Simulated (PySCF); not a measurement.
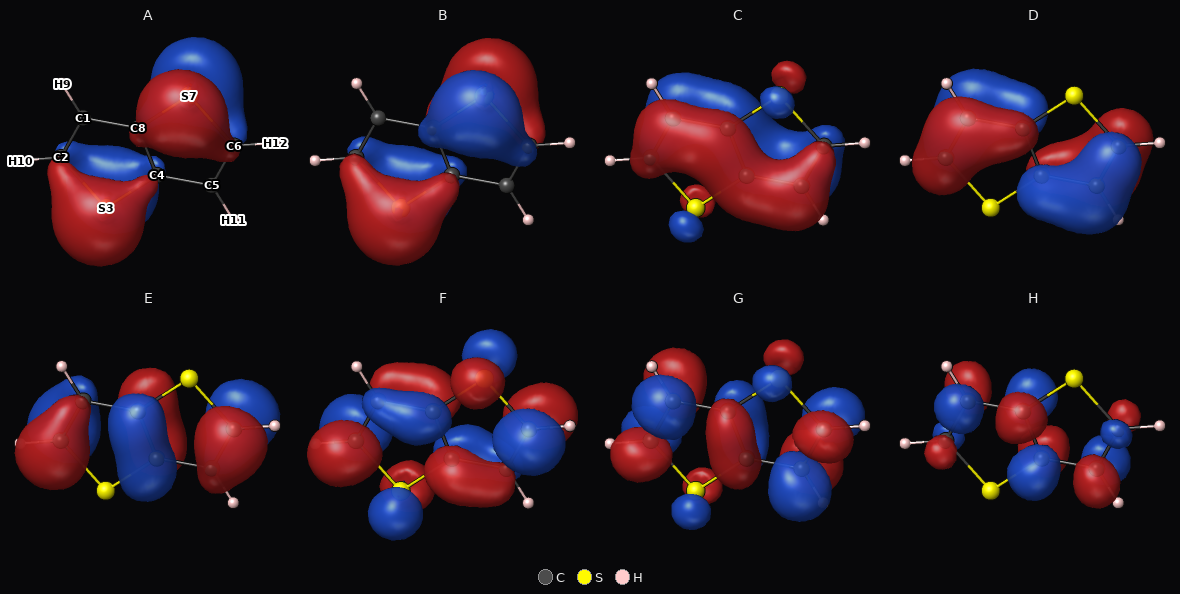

*C$_{6}$H$_{4}$S$_{2}$, SMILES `c1csc2ccsc12`. Natural orbitals of the π active space, CASSCF(10,8), triplet state at the geometry of the singlet, in order of falling occupation.*

Method: def2-SVP basis; geometry: GFN2-xTB; program: PySCF. No frequency check shows the geometry to be a minimum. GFN2-xTB bond lengths at metals and heavier atoms can be off by up to 0.1 Å and shapes distorted, which carries into these values.

Input

```python
import numpy as np
from pyscf import gto, scf, dft, mcscf, mrpt
from pyscf.mcscf import avas

def solve(mol, dm0=None, hcore=None):
    mf = scf.ROHF(mol) if mol.spin else scf.RHF(mol)
    mf = mf.density_fit(auxbasis='def2-universal-jkfit')
    mf.conv_tol, mf.max_cycle = 1e-8, 80
    if hcore is not None:
        mf.get_hcore = lambda *args: hcore
    mf.kernel(dm0)
    if not mf.converged:
        mf = mf.newton().run(mf.mo_coeff, mf.mo_occ, max_cycle=30)
    assert mf.converged, 'SCF not converged'
    return mf

mol = gto.M(atom='''
C      0.89584    -1.56843     0.00000
C      2.07848    -0.90367     0.00000
S      1.91066     0.82092     0.00000
C      0.18982     0.66807     0.00000
C     -0.89584     1.56843     0.00000
C     -2.07848     0.90367     0.00000
S     -1.91066    -0.82092     0.00000
C     -0.18982    -0.66807     0.00000
H      0.79966    -2.63825     0.00000
H      3.06630    -1.31994     0.00000
H     -0.79966     2.63825     0.00000
H     -3.06630     1.31994     0.00000
''', basis='def2-svp', charge=0, spin=0, verbose=4)
mf = solve(mol)
ncas, nel, orbs = avas.avas(mf, ['C 2pz', 'S 3pz'], threshold=0.5, openshell_option=3)
print('active space', nel, ncas)
assert 2 <= ncas <= 10, 'active space too large or empty'
mc = mcscf.CASSCF(mf, ncas, nel)
mc.natorb, mc.max_cycle_macro = True, 60
mc.fix_spin_(ss=mol.spin / 2 * (mol.spin / 2 + 1))
mc.kernel(orbs)
occ = mc.mo_occ[mc.ncore:mc.ncore + ncas]
print('natural occupations', occ.round(4))
e2 = mrpt.NEVPT(mc).kernel()
out = dict(c=mc.mo_coeff[:, mc.ncore:mc.ncore + ncas], occ=occ, e=mc.e_tot, e2=e2, ehf=mf.e_tot, ok=mc.converged, nel=nel, w0=abs(mc.ci).max() ** 2, dm=mc.make_rdm1())
# the other spin state at the same geometry
other = mol.copy().set(spin=2).build()
mo = scf.ROHF(other).density_fit(auxbasis='def2-universal-jkfit').run()
na = (nel + other.spin) // 2
m2 = mcscf.CASSCF(mo, ncas, (na, nel - na))
m2.natorb = True
m2.fix_spin_(ss=other.spin / 2 * (other.spin / 2 + 1))
m2.kernel(mc.mo_coeff)
e2o = mrpt.NEVPT(m2).kernel()
print('other state above this one / eV: CASSCF', (m2.e_tot - mc.e_tot) * 27.211386, 'NEVPT2', (m2.e_tot + e2o - mc.e_tot - e2) * 27.211386)
np.savez('result.npz', eo=m2.e_tot, e2o=e2o, oko=m2.converged, occo=m2.mo_occ[mc.ncore:mc.ncore + ncas], co=m2.mo_coeff[:, mc.ncore:mc.ncore + ncas], **out)
```

Launched as:

```sh
OMP_NUM_THREADS=1 python input.py
```

The run took 2.1 min on 1 thread of Arm Neoverse V2, on a shared host, peak memory 0.46 GiB.

**What are the natural occupation numbers?**

A 2.00, B 2.00, C 1.92, D 1.87, E 1.08, F 0.93, G 0.13, H 0.08.

**Where does the lowest triplet lie relative to the singlet, at this geometry and within this active space?**

3.75 eV above it by strongly contracted NEVPT2 (+3.35 eV by CASSCF); a small basis tends to put such gaps a few tenths of an eV too high. This is a vertical energy for π states alone; a state that uses lone pairs or σ orbitals may lie lower.
